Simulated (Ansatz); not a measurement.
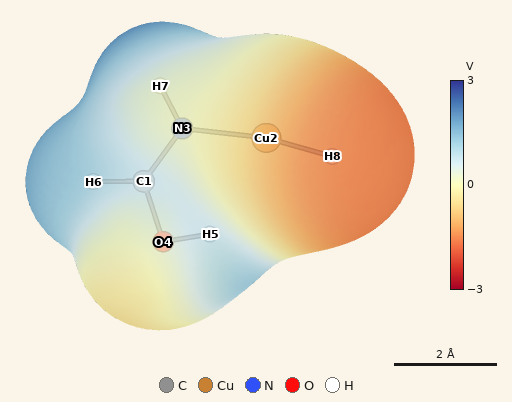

CH4CuNO (SMILES O/C=[NH+]\[CuH-]). The electrostatic potential painted on the density surface at 0.001 e/bohr³, seen at a tilt; the colour scale runs from red (negative) to blue (positive).

Geometry: B3LYP/6-31G*.

Method: isolated molecule in a Gaussian basis; Kohn-Sham density functional theory, functional PBE0 (Ansatz).

```xyz
8

C     1.6615    0.2810    0.4718
Cu   -0.9342   -0.4208    0.1794
N     0.8475   -0.7181    0.5195
O     1.2470    1.5049    0.1859
H     0.2630    1.4155    0.0434
H     2.7320    0.2197    0.6552
H     1.3126   -1.5941    0.7513
H    -2.3262    0.0330   -0.1257
```

> Which sites attract a positive test charge, and which a negative one?

A positive charge is drawn to the negative regions and a negative charge to the positive ones. The most negative region (about −1.6 V) lies over H8, the most positive (about +2.2 V) over H7.

> What dipole moment does the calculation give?

Its dipole moment is 5.76 D.
